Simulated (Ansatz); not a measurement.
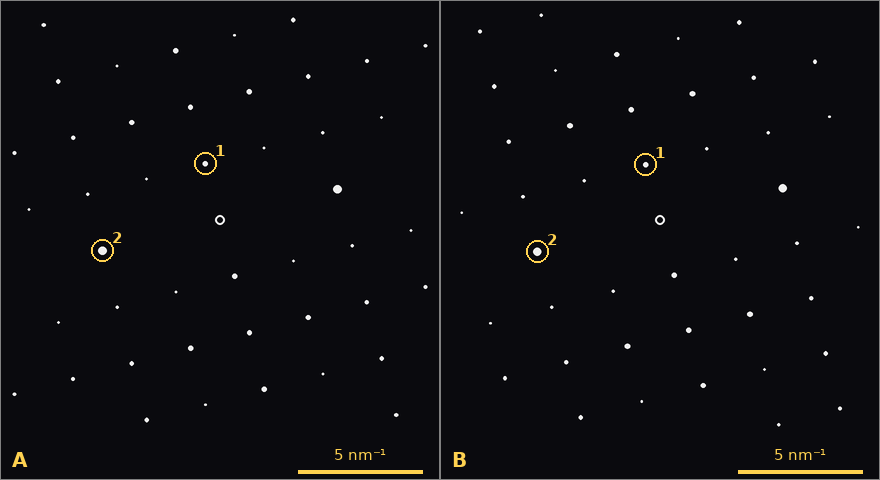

Kinematic electron diffraction patterns (120 kV, B = 0.5 Å², same scale) along [011] of the run's own cell, for the start and the end of one relaxation of CaGeBr with DFT PBE, scalar-relativistic, plane waves, PAW (Ansatz). k mesh 10×8×4. The start is a generated model structure, and the relaxation ends in the nearest stationary point of its symmetry, not necessarily the ground state. Spot 1 is 0 -1 1 and spot 2 is 2 0 0 in both.

Start structure:

```yaml
crystal:
  lattice:
    - [3.90702, 0.00000, 0.00000]
    - [0.00000, 4.99485, 0.00000]
    - [0.00000, 0.00000, 8.77331]
  atoms:
    - { symbol: Ca, position: [0.00000, 0.50000, 0.21353] }
    - { symbol: Ca, position: [0.50000, 0.00000, 0.78647] }
    - { symbol: Ge, position: [0.50000, 0.50000, 0.49083] }
    - { symbol: Ge, position: [0.00000, 0.00000, 0.50917] }
    - { symbol: Br, position: [0.50000, 0.50000, 0.93537] }
    - { symbol: Br, position: [0.00000, 0.00000, 0.06463] }
```

Which pattern belongs to the start structure, and which to the relaxed one?

B is the start: its cell gives d(1) = 4.341 Å, d(2) = 1.954 Å and an angle of 90.0°. A is the relaxed structure, with d(1) = 4.242 Å (-2.3 %), d(2) = 2.037 Å (+4.3 %) and 90.0°.

Summarise the relaxation behind the change.

The volume changed by +0.9 % to 28.78 Å³ an atom; with the mean shift removed, the atoms moved by up to 0.07 Å relative to the cell (Ge most); the space group stayed Pmmn (No. 59); the free energy fell by 4.3 meV an atom. Relaxed cell: a = 4.075 Å, b = 4.854 Å, c = 8.731 Å, α = 90.00°, β = 90.00°, γ = 90.00°.
